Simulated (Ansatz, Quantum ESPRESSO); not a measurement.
# KSrBr3 (Pm-3m): modes at Γ and the response to a field, part 2 of 3

Aim: the zone-centre modes of KSrBr3 (Pm-3m).

Quantum ESPRESSO 7.5; DFT PBE, scalar-relativistic, plane waves, GBRV ultrasoft pseudopotentials.

So far. Step 2 (A probe with smearing): A gap of 3.9 eV opens on this mesh, so the crystal is taken as an insulator; the start stands at 2.6 GPa. Step 4 (Self-consistent run for the response): The cell stands at 0.13 GPa, close enough for phonons. The relaxed cell has a = 5.945 Å (conventional setting).

The structure was built from a prototype and need not be the compound's stable phase.

### 5. Linear response at Γ

At q = 0 one unit cell holds all displacements; symmetry groups them into irreducible representations that are solved one by one. The response to a field gives ε∞ and the Born charges, which polar modes need.

ph.in reads:

```
phonons
&inputph
   prefix = 'x'
   outdir = './tmp'
   fildyn = 'g.dyn'
   tr2_ph = 1.0d-18
   epsil = .true.
/
0.000000000 0.000000000 0.000000000
```

Command:

```console
$ OMP_NUM_THREADS=1 mpirun -n 4 ph.x -nk 4 -in ph.in > ph.out
```

Log:

```text
[banners, grids, parts of the stress and lines that vanish by symmetry left out]
[banner, memory and clock lines left out]
Program PHONON v.7.5

     ./tmp/x.save/

     IMPORTANT: XC functional enforced from input :
     Exchange-correlation= PBE
                           (   1   4   3   4   0   0   0)
     Any further DFT definition will be discarded
     Please, verify this is what you really want

     G-vector sticks info

     Check: negative core charge=   -0.000002

     negative rho (up, down):  6.553E-02 0.000E+00
     Reading collected, re-writing distributed wavefunctions in ./tmp/

     Number and degeneracy of irreps per q-point
       N         xq(1)         xq(2)         xq(3)   N irreps
       1   0.000000000   0.000000000   0.000000000       5
        3   3   3   3   3

     Calculation of q =    0.0000000   0.0000000   0.0000000

     phonons

     bravais-lattice index     =            1
     lattice parameter (alat)  =      11.2345  a.u.
     unit-cell volume          =    1417.9460 (a.u.)^3
     number of atoms/cell      =            5
     number of atomic types    =            3
     kinetic-energy cut-off    =      40.0000  Ry
     charge density cut-off    =     240.0000  Ry
     convergence threshold     =      1.0E-18
     beta                      =       0.7000
     number of iterations used =            4
     Exchange-correlation= PBE
                           (   1   4   3   4   0   0   0)

     celldm(1)=   11.23449  celldm(2)=    0.00000  celldm(3)=    0.00000
     celldm(4)=    0.00000  celldm(5)=    0.00000  celldm(6)=    0.00000

     crystal axes: (cart. coord. in units of alat)
               a(1) = (  1.0000  0.0000  0.0000 )
               a(2) = (  0.0000  1.0000  0.0000 )
               a(3) = (  0.0000  0.0000  1.0000 )

     reciprocal axes: (cart. coord. in units 2 pi/alat)
               b(1) = (  1.0000  0.0000  0.0000 )
               b(2) = (  0.0000  1.0000  0.0000 )
               b(3) = (  0.0000  0.0000  1.0000 )

     Atoms inside the unit cell:

     Cartesian axes

     site n.  atom      mass           positions (alat units)
        1  K      39.0983   tau(    1) = (    0.00000    0.00000    0.00000  )
        2  Sr     87.6200   tau(    2) = (    0.50000    0.50000    0.50000  )
        3  Br     79.9040   tau(    3) = (    0.00000    0.50000    0.50000  )
        4  Br     79.9040   tau(    4) = (    0.50000    0.00000    0.50000  )
        5  Br     79.9040   tau(    5) = (    0.50000    0.50000    0.00000  )

     Computing dynamical matrix for
                    q = (   0.0000000   0.0000000   0.0000000 )

     49 Sym.Ops. (with q -> -q+G )

     G cutoff =  767.2872  (  88951 G-vectors)     FFT grid: ( 60, 60, 60)
     G cutoff =  511.5248  (  48489 G-vectors)  smooth grid: ( 45, 45, 45)
     number of k points=    10
                       cart. coord. in units 2pi/alat
        k(    1) = (   0.0000000   0.0000000   0.0000000), wk =   0.0312500
        k(    2) = (   0.0000000   0.0000000   0.2500000), wk =   0.1875000
        k(    3) = (   0.0000000   0.0000000  -0.5000000), wk =   0.0937500
        [... further k-points left out ...]

     PseudoPot. # 1 for K  read from file:
     ./pseudo/K.upf
     Pseudo is Ultrasoft + core correction, Zval =  9.0

     PseudoPot. # 2 for Sr read from file:
     ./pseudo/Sr.upf
     Pseudo is Ultrasoft + core correction, Zval = 10.0

     PseudoPot. # 3 for Br read from file:
     ./pseudo/Br.upf
     Pseudo is Ultrasoft + core correction, Zval =  7.0

     Mode symmetry, O_h (m-3m)  point group:

     Electric field:
     Dielectric constant
     Born effective charges as d Force / d E

     Atomic displacements:
     There are    5 irreducible representations

     Representation     1      3 modes -  To be done

     Representation     2      3 modes -  To be done

     Representation     3      3 modes -  To be done

     Representation     4      3 modes -  To be done

     Representation     5      3 modes -  To be done

     Alpha used in Ewald sum =   2.2000

     negative rho (up, down):  6.553E-02 0.000E+00

     Electric Fields Calculation

      thresh= 1.000E-02 alpha_mix =  0.700 |ddv_scf|^2 =  8.876E-08

      [... iterations left out ...]
      thresh= 2.816E-10 alpha_mix =  0.700 |ddv_scf|^2 =  2.028E-19

     End of electric fields calculation

          Dielectric constant in cartesian axis

          (       2.655147229       0.000000000       0.000000000 )
          (       0.000000000       2.655147229       0.000000000 )
          (       0.000000000       0.000000000       2.655147229 )

          Effective charges (d Force / dE) in cartesian axis without acoustic sum rule applied (asr)

           atom    1  K     Mean Z*:        1.29386
      Ex  (        1.29386        0.00000        0.00000 )
      Ey  (        0.00000        1.29386        0.00000 )
      Ez  (        0.00000        0.00000        1.29386 )
           atom    2  Sr    Mean Z*:        2.41583
      Ex  (        2.41583        0.00000        0.00000 )
      Ey  (        0.00000        2.41583        0.00000 )
      Ez  (        0.00000        0.00000        2.41583 )
           atom    3  Br    Mean Z*:       -1.24452
      Ex  (       -2.01382        0.00000        0.00000 )
      Ey  (        0.00000       -0.85987        0.00000 )
      Ez  (        0.00000        0.00000       -0.85987 )
           atom    4  Br    Mean Z*:       -1.24452
      Ex  (       -0.85987        0.00000        0.00000 )
      Ey  (        0.00000       -2.01382        0.00000 )
      Ez  (        0.00000        0.00000       -0.85987 )
           atom    5  Br    Mean Z*:       -1.24452
      Ex  (       -0.85987        0.00000        0.00000 )
      Ey  (        0.00000       -0.85987        0.00000 )
      Ez  (        0.00000        0.00000       -2.01382 )

          Effective charges Sum: Mean:       -0.02387
             -0.02387        0.00000        0.00000
              0.00000       -0.02387        0.00000
              0.00000        0.00000       -0.02387

          Effective charges (d Force / dE) in cartesian axis with asr applied:
           atom    1  K     Mean Z*:        1.29864
      E*x (        1.29864        0.00000        0.00000 )
      E*y (        0.00000        1.29864        0.00000 )
      E*z (        0.00000        0.00000        1.29864 )
           atom    2  Sr    Mean Z*:        2.42060
      E*x (        2.42060        0.00000        0.00000 )
      E*y (        0.00000        2.42060        0.00000 )
      E*z (        0.00000        0.00000        2.42060 )
           atom    3  Br    Mean Z*:       -1.23975
      E*x (       -2.00905        0.00000        0.00000 )
      E*y (        0.00000       -0.85510        0.00000 )
      E*z (        0.00000        0.00000       -0.85510 )
           atom    4  Br    Mean Z*:       -1.23975
      E*x (       -0.85510        0.00000        0.00000 )
      E*y (        0.00000       -2.00905        0.00000 )
      E*z (        0.00000        0.00000       -0.85510 )
           atom    5  Br    Mean Z*:       -1.23975
      E*x (       -0.85510        0.00000        0.00000 )
      E*y (        0.00000       -0.85510        0.00000 )
      E*z (        0.00000        0.00000       -2.00905 )

     Representation #   1 modes #   1   2   3

     Self-consistent Calculation

      thresh= 1.000E-02 alpha_mix =  0.700 |ddv_scf|^2 =  6.597E-08

      [... iterations left out ...]
      thresh= 1.110E-10 alpha_mix =  0.700 |ddv_scf|^2 =  1.198E-19

     End of self-consistent calculation

     Convergence has been achieved

     Representation #   2 modes #   4   5   6

     Self-consistent Calculation

      thresh= 1.000E-02 alpha_mix =  0.700 |ddv_scf|^2 =  1.525E-07

      [... iterations left out ...]
      thresh= 1.052E-10 alpha_mix =  0.700 |ddv_scf|^2 =  8.268E-20

     End of self-consistent calculation

     Convergence has been achieved

     Representation #   3 modes #   7   8   9

     Self-consistent Calculation

      thresh= 1.000E-02 alpha_mix =  0.700 |ddv_scf|^2 =  1.162E-07

      [... iterations left out ...]
      thresh= 1.568E-10 alpha_mix =  0.700 |ddv_scf|^2 =  6.293E-19

     End of self-consistent calculation

     Convergence has been achieved

     Representation #   4 modes #  10  11  12

     Self-consistent Calculation

      thresh= 1.000E-02 alpha_mix =  0.700 |ddv_scf|^2 =  8.055E-08

      [... iterations left out ...]
      thresh= 1.083E-10 alpha_mix =  0.700 |ddv_scf|^2 =  4.366E-20

     End of self-consistent calculation

     Convergence has been achieved

     Representation #   5 modes #  13  14  15

     Self-consistent Calculation

      thresh= 1.000E-02 alpha_mix =  0.700 |ddv_scf|^2 =  2.191E-08

      [... iterations left out ...]
      thresh= 5.794E-10 alpha_mix =  0.700 |ddv_scf|^2 =  3.485E-19

     End of self-consistent calculation

     Convergence has been achieved

     Number of q in the star =    1
     List of q in the star:
          1   0.000000000   0.000000000   0.000000000

          Dielectric constant in cartesian axis

          (       2.655147229       0.000000000       0.000000000 )
          (       0.000000000       2.655147229       0.000000000 )
          (       0.000000000       0.000000000       2.655147229 )

          Effective charges (d Force / dE) in cartesian axis without acoustic sum rule applied (asr)

           atom    1  K     Mean Z*:        1.29386
      Ex  (        1.29386        0.00000        0.00000 )
      Ey  (        0.00000        1.29386        0.00000 )
      Ez  (        0.00000        0.00000        1.29386 )
           atom    2  Sr    Mean Z*:        2.41583
      Ex  (        2.41583        0.00000        0.00000 )
      Ey  (        0.00000        2.41583        0.00000 )
      Ez  (        0.00000        0.00000        2.41583 )
           atom    3  Br    Mean Z*:       -1.24452
      Ex  (       -2.01382        0.00000        0.00000 )
      Ey  (        0.00000       -0.85987        0.00000 )
      Ez  (        0.00000        0.00000       -0.85987 )
           atom    4  Br    Mean Z*:       -1.24452
      Ex  (       -0.85987        0.00000        0.00000 )
      Ey  (        0.00000       -2.01382        0.00000 )
      Ez  (        0.00000        0.00000       -0.85987 )
           atom    5  Br    Mean Z*:       -1.24452
      Ex  (       -0.85987        0.00000        0.00000 )
      Ey  (        0.00000       -0.85987        0.00000 )
      Ez  (        0.00000        0.00000       -2.01382 )

          Effective charges Sum: Mean:       -0.02387
             -0.02387        0.00000        0.00000
              0.00000       -0.02387        0.00000
              0.00000        0.00000       -0.02387

          Effective charges (d Force / dE) in cartesian axis with asr applied:
           atom    1  K     Mean Z*:        1.29864
      E*x (        1.29864        0.00000        0.00000 )
      E*y (        0.00000        1.29864        0.00000 )
      E*z (        0.00000        0.00000        1.29864 )
           atom    2  Sr    Mean Z*:        2.42060
      E*x (        2.42060        0.00000        0.00000 )
      E*y (        0.00000        2.42060        0.00000 )
      E*z (        0.00000        0.00000        2.42060 )
           atom    3  Br    Mean Z*:       -1.23975
      E*x (       -2.00905        0.00000        0.00000 )
      E*y (        0.00000       -0.85510        0.00000 )
      E*z (        0.00000        0.00000       -0.85510 )
           atom    4  Br    Mean Z*:       -1.23975
      E*x (       -0.85510        0.00000        0.00000 )
      E*y (        0.00000       -2.00905        0.00000 )
      E*z (        0.00000        0.00000       -0.85510 )
           atom    5  Br    Mean Z*:       -1.23975
      E*x (       -0.85510        0.00000        0.00000 )
      E*y (        0.00000       -0.85510        0.00000 )
      E*z (        0.00000        0.00000       -2.00905 )

     Diagonalizing the dynamical matrix

     q = (    0.000000000   0.000000000   0.000000000 )

 **************************************************************************
     freq (    1) =      -1.570357 [THz] =     -52.381487 [cm-1]
     freq (    2) =      -1.570357 [THz] =     -52.381487 [cm-1]
     freq (    3) =      -1.570357 [THz] =     -52.381487 [cm-1]
     freq (    4) =      -0.562268 [THz] =     -18.755255 [cm-1]
     freq (    5) =      -0.562268 [THz] =     -18.755255 [cm-1]
     freq (    6) =      -0.562268 [THz] =     -18.755255 [cm-1]
     freq (    7) =      -0.072456 [THz] =      -2.416857 [cm-1]
     freq (    8) =      -0.072456 [THz] =      -2.416857 [cm-1]
     freq (    9) =      -0.072456 [THz] =      -2.416857 [cm-1]
     freq (   10) =       1.640384 [THz] =      54.717313 [cm-1]
     freq (   11) =       1.640384 [THz] =      54.717313 [cm-1]
     freq (   12) =       1.640384 [THz] =      54.717313 [cm-1]
     freq (   13) =       5.187542 [THz] =     173.037784 [cm-1]
     freq (   14) =       5.187542 [THz] =     173.037784 [cm-1]
     freq (   15) =       5.187542 [THz] =     173.037784 [cm-1]
 **************************************************************************

     Mode symmetry, O_h (m-3m)  point group:

     freq (   1-   3) =        -52.4  [cm-1]   --> T_1u G_15  G_4- I
     freq (   4-   6) =        -18.8  [cm-1]   --> T_2u G_25  G_5-
     freq (   7-   9) =         -2.4  [cm-1]   --> T_1u G_15  G_4- I
     freq (  10-  12) =         54.7  [cm-1]   --> T_1u G_15  G_4- I
     freq (  13-  15) =        173.0  [cm-1]   --> T_1u G_15  G_4- I
```

The job ended after 8.8 min (4 MPI ranks of AMD EPYC 7R13 (Zen 3), shared host).

Numbers from this step:

```yaml
miss_of_the_charge_sum_rule: 0.02387 e
largest_acoustic_frequency_at_the_zone_centre_before_the_sum_rule: -2.42 cm⁻¹
highest_optical_zone_centre_mode_no_lo_to_term: 173.0 cm⁻¹
lowest_optical_zone_centre_mode: -52.38 cm⁻¹
mean_high_frequency_dielectric_constant: 2.655
largest_born_charge_in_size_third_of_the_trace: 2.416 e
```

Born charge (rows field, columns displacement), before the sum rule (e), principal values of the symmetric part by kind of site:

| atom | atoms with these values | low | middle | high | mean |
| --- | --- | --- | --- | --- | --- |
| K1 | 1 | 1.29 | 1.29 | 1.29 | 1.29 |
| Sr2 | 1 | 2.42 | 2.42 | 2.42 | 2.42 |
| Br3 | 3 | -2.01 | -0.86 | -0.86 | -1.24 |

In full for Sr2:

```
2.42 0.00 0.00
0.00 2.42 0.00
0.00 0.00 2.42
```

High-frequency dielectric tensor:

```
2.66 0.00 0.00
0.00 2.66 0.00
0.00 0.00 2.66
```

The acoustic modes at Γ come out as far as 2.4 cm⁻¹ from zero, where they should vanish, a small numerical error; the Born charges miss their sum rule by 0.024 e, which is fair. The lowest optical mode is imaginary, 52i cm⁻¹, an instability at this level and on this k mesh.

### 6. Modes with the sum rule

A rigid shift of the crystal must cost nothing, but grids and finite bases break this; the acoustic sum rule is imposed before the matrix is diagonalised again. With Born charges the intensities follow; a static dielectric tensor has no meaning with imaginary modes.

dynmat.in reads:

```
&input
   fildyn = 'g.dyn'
   asr = 'simple'
   fileig = 'dynmat.eig'
   lperm = .true.
/
```

Command:

```console
$ dynmat.x -in dynmat.in > dynmat.out
```

Log:

```text
[banner, memory and clock lines left out]
Program DYNMAT v.7.5

     Reading Dynamical Matrix from file g.dyn
     ...Force constants read
     ...epsilon and Z* read
     A direction for q was not specified:TO-LO splitting will be absent

     Polarizability (A^3 units)
     multiply by 0.644448 for Clausius-Mossotti correction
        27.675141    0.000000    0.000000
         0.000000   27.675141    0.000000
         0.000000    0.000000   27.675141

     IR activities are in (D/A)^2/amu units

# mode   [cm-1]    [THz]      IR
    1    -52.78   -1.5823    1.5324
    2    -52.78   -1.5823    1.5324
    3    -52.78   -1.5823    1.5324
    4    -18.66   -0.5595    0.0000
    5    -18.66   -0.5595    0.0000
    6    -18.66   -0.5595    0.0000
    7      0.00    0.0000    0.0000
    8      0.00    0.0000    0.0000
    9      0.00    0.0000    0.0000
   10     54.77    1.6419    0.0993
   11     54.77    1.6419    0.0993
   12     54.77    1.6419    0.0993
   13    173.11    5.1897    2.4939
   14    173.11    5.1897    2.4939
   15    173.11    5.1897    2.4939

Electronic dielectric permittivity tensor (relative, adimensional)
         2.655147    0.000000    0.000000
         0.000000    2.655147    0.000000
         0.000000    0.000000    2.655147

 ... with zone-center polar mode contributions
         3.835915    0.000000    0.000000
         0.000000    3.835915   -0.000000
         0.000000   -0.000000    3.835915

[end of the log left out, with the tail of the file of modes that dynmat.x writes under the same name]
```

It took 0.92 s on 1 thread.

Numbers from this step:

* highest optical zone-centre mode (no LO-TO term): 173.1 cm⁻¹
* lowest optical zone-centre mode: -52.78 cm⁻¹

Unit eigenvectors of the mass-weighted matrix after the sum rule; no LO-TO term. The modes at Γ (shares of kinetic energy by element, %) (negative means imaginary):

| mode | frequency (cm⁻¹) | K % | Sr % | Br % |
| --- | --- | --- | --- | --- |
| 1 | -52.8 | 78 | 0 | 22 |
| 2 | -52.8 | 78 | 0 | 22 |
| 3 | -52.8 | 78 | 0 | 22 |
| 4 | -18.7 | 0 | 0 | 100 |
| 5 | -18.7 | 0 | 0 | 100 |
| 6 | -18.7 | 0 | 0 | 100 |
| 7 | 0.0 | 11 | 24 | 65 |
| 8 | 0.0 | 11 | 24 | 65 |
| 9 | 0.0 | 11 | 24 | 65 |
| 10 | 54.8 | 11 | 35 | 54 |
| 11 | 54.8 | 11 | 35 | 54 |
| 12 | 54.8 | 11 | 35 | 54 |
| 13 | 173.1 | 0 | 41 | 59 |
| 14 | 173.1 | 0 | 41 | 59 |
| 15 | 173.1 | 0 | 41 | 59 |

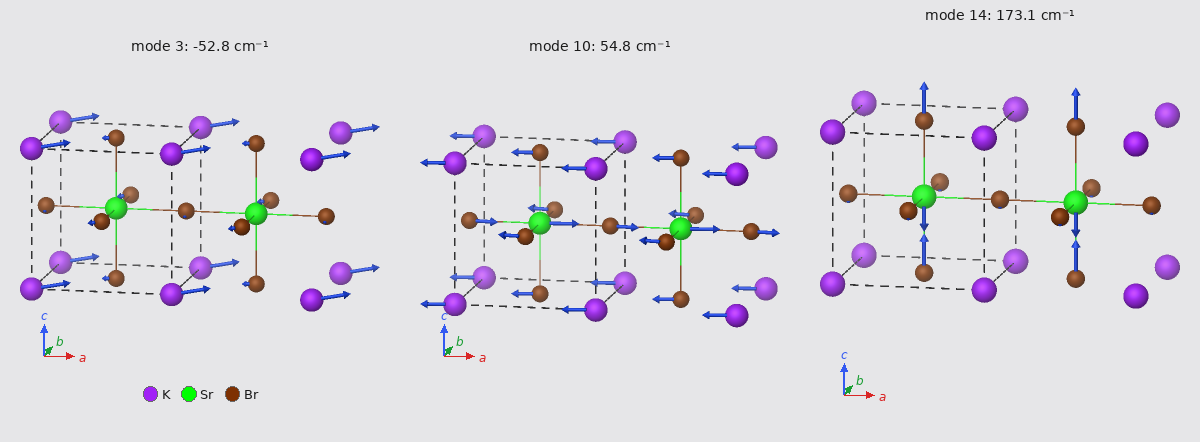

Displacement patterns of modes 3, 10 and 14 at Γ; arrows are exaggerated. 2×1×1 cells are drawn. Some periodic images of atoms are drawn too.

Degenerate modes summed, no LO-TO term; imaginary modes left out. Lines of the infrared spectrum (strongest = 100):

| position (cm⁻¹) | lines merged | label | IR intensity, relative |
| --- | --- | --- | --- |
| 55 | 3 | T1u | 4.0 |
| 173 | 3 | T1u | 100 |

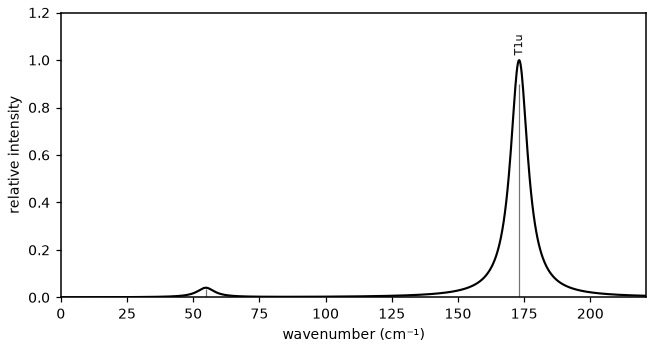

The infrared spectrum, broadened with Lorentzians of width 8 cm⁻¹; bars mark the lines.

The rule also moves an optical mode by 0.4 cm⁻¹.

### 7. Sum rules set otherwise (asr crystal)

The rule can be imposed in more than one way; the choices should agree where the raw error is small.

dynmat.in reads:

```
&input
   fildyn = 'g.dyn'
   asr = 'crystal'
   fileig = 'dynmat.eig'
   lperm = .true.
/
```

Command:

```console
$ dynmat.x -in dynmat.in > dynmat.out
```

Log:

```text
[banner, memory and clock lines left out]
Program DYNMAT v.7.5

     Reading Dynamical Matrix from file g.dyn
     ...Force constants read
     ...epsilon and Z* read
     Acoustic Sum Rule: || Z*(ASR) - Z*(orig)|| =    1.849231E-02
     Acoustic Sum Rule: ||dyn(ASR) - dyn(orig)||=    2.990676E-04
     A direction for q was not specified:TO-LO splitting will be absent

     Polarizability (A^3 units)
     multiply by 0.644448 for Clausius-Mossotti correction
        27.675141    0.000000    0.000000
         0.000000   27.675141    0.000000
         0.000000    0.000000   27.675141

     IR activities are in (D/A)^2/amu units

# mode   [cm-1]    [THz]      IR
    1    -52.47   -1.5731    1.5341
    2    -52.47   -1.5731    1.5341
    3    -52.47   -1.5731    1.5341
    4    -18.76   -0.5623    0.0000
    5    -18.76   -0.5623    0.0000
    6    -18.76   -0.5623    0.0000
    7     -0.00   -0.0000    0.0000
    8      0.00    0.0000    0.0000
    9      0.00    0.0000    0.0000
   10     54.68    1.6393    0.0975
   11     54.68    1.6393    0.0975
   12     54.68    1.6393    0.0975
   13    173.04    5.1876    2.4940
   14    173.04    5.1876    2.4940
   15    173.04    5.1876    2.4940

Electronic dielectric permittivity tensor (relative, adimensional)
         2.655147    0.000000    0.000000
         0.000000    2.655147    0.000000
         0.000000    0.000000    2.655147

 ... with zone-center polar mode contributions
         3.831645    0.000000    0.000000
         0.000000    3.831645   -0.000000
         0.000000   -0.000000    3.831645

[end of the log left out, with the tail of the file of modes that dynmat.x writes under the same name]
```

Elapsed: 0.79 s, on 1 thread.

Numbers from this step:

```yaml
highest_optical_zone_centre_mode_no_lo_to_term: 173.0 cm⁻¹
lowest_optical_zone_centre_mode: -52.47 cm⁻¹
```

Zone-centre frequencies as printed; negative means imaginary. Modes:

| mode | frequency (cm⁻¹) |
| --- | --- |
| 1 | -52.47 |
| 2 | -52.47 |
| 3 | -52.47 |
| 4 | -18.76 |
| 5 | -18.76 |
| 6 | -18.76 |
| 7 | 0 |
| 8 | 0 |
| 9 | 0 |
| 10 | 54.68 |
| 11 | 54.68 |
| 12 | 54.68 |
| 13 | 173 |
| 14 | 173 |
| 15 | 173 |

Against the first rule no mode moves by more than 0.4 cm⁻¹.

[end of part 2 of 3]

[Host names and launcher messages were left out of these logs when they were recorded.]

[Logs are printed without paths, hosts, clocks, repeated set-up lines and the standing remarks that a program may print on its own settings, such as how far it seeks lower states.]

[Hosts, paths, dates, database ids (printed as entryN), source tags and the programs' standing remarks are cut or masked in the printed files.]
